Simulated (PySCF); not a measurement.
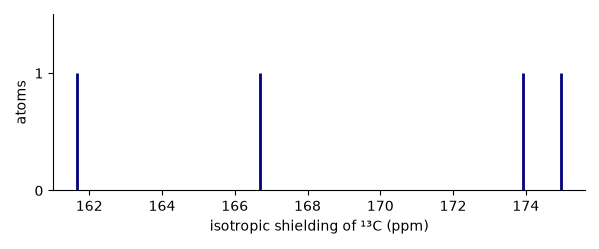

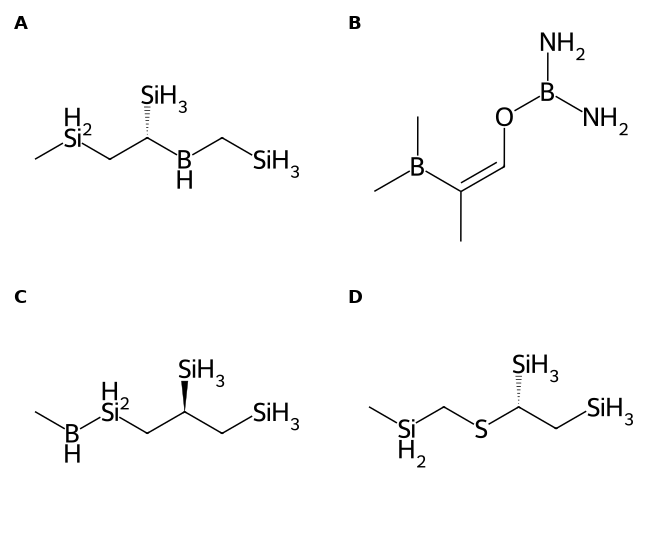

The sticks are computed shieldings of one of the molecules, for one fixed geometry (GFN2-xTB) without averaging over rotations. Low shielding means a high chemical shift. Method: GIAO PBE0/pcSseg-1 NMR shielding, non-relativistic, gas phase (PySCF 2.14.0).

Match the spectrum to a structure.

Answer. C, `CB[SiH2]C[C@@H]([SiH3])C[SiH3]`. Its 4 C atoms give lines at 161.7, 166.7, 173.9, 175.0 ppm.

The geometry is semi-empirical. Around B, Si such bond lengths and angles can be off by a tenth of an ångström or more and by several degrees, and values that hang on the shape move with them.
